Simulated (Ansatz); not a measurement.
# Pressure series in Al2Au

Start from Al2Au (space group Fm-3m, No. 225; a = 6.0599 Å).

Cell and atoms are relaxed at each pressure.

Level of theory: PBE/PAW in Ansatz (a program for electronic structure), scalar-relativistic without spin-orbit coupling.

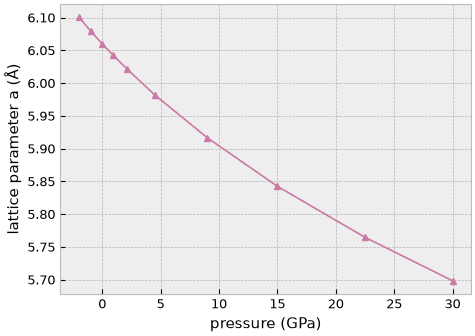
Figure. Lattice parameter a against pressure

Q: From the plot, what is the lattice parameter a for pressure 22.5 GPa?

A: About 5.76 Å.

Q: Is the trend monotonic over the range shown?

A: Yes, it falls throughout, spanning 5.698 Å to 6.101 Å.

Load acts through the strain it causes; cell and atoms are relaxed under it. No phonon test of stability was made. No other phases were tried under pressure.
